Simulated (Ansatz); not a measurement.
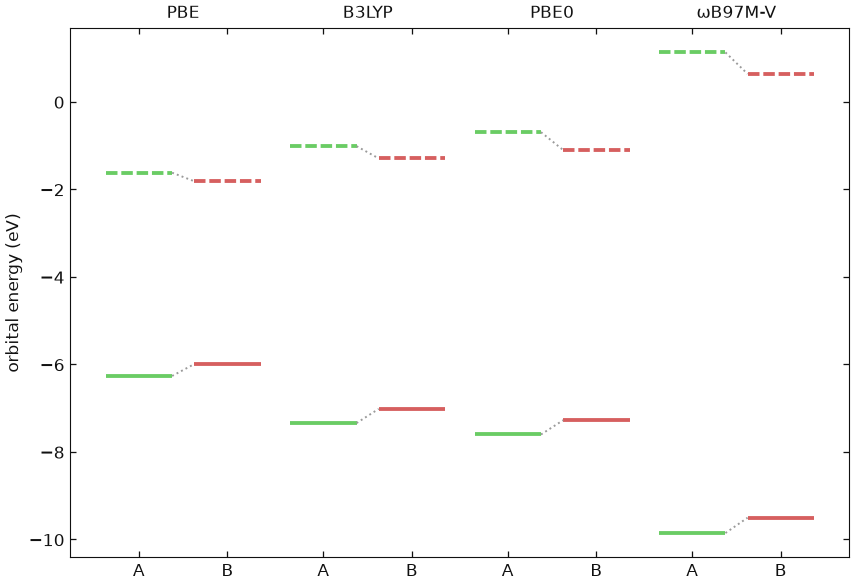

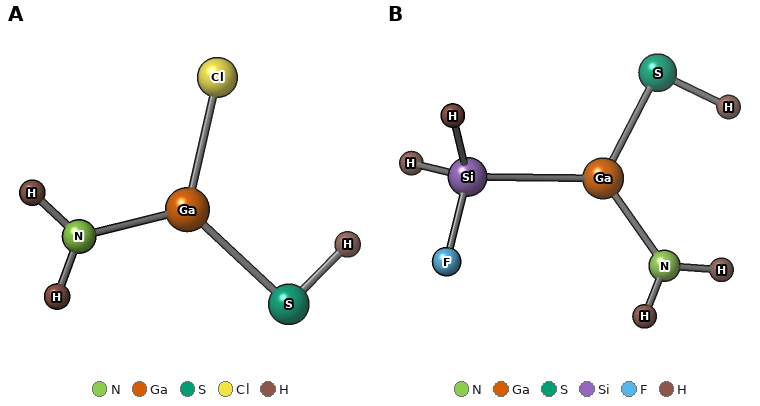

One change: A, GaNH₃SCl (SMILES [NH2][Ga]([SH])[Cl]), becomes B, GaSiNH₅SF (SMILES [NH2][Ga]([SH])[SiH2]F). Cl on Ga is replaced by SiH₂F (bound through Si). HOMO (solid) and LUMO (dashed) computed in def2-TZVPP at PBE0-D4/def2-TZVP geometries, both minima by their frequencies, gas phase, the Ansatz code. Empty levels above zero depend strongly on the basis.

What does the change do to HOMO and LUMO?

PBE: the HOMO rises by 0.27 eV, the LUMO falls by 0.20 eV, and the separation goes from 4.65 to 4.18 eV. B3LYP: the HOMO rises by 0.32 eV, the LUMO falls by 0.28 eV, and the separation goes from 6.33 to 5.72 eV. PBE0: the HOMO rises by 0.33 eV, the LUMO falls by 0.41 eV, and the separation goes from 6.91 to 6.18 eV. ωB97M-V: the HOMO rises by 0.35 eV, the LUMO falls by 0.49 eV, and the separation goes from 10.98 to 10.14 eV.

Do the functionals agree on the effect?

They agree on the direction for both levels; the HOMO shift lies between 0.27 and 0.35 eV and the LUMO shift between −0.49 and −0.20 eV, while the separations themselves differ by up to 6.3 eV between functionals.

Note: one conformer of each flexible molecule.
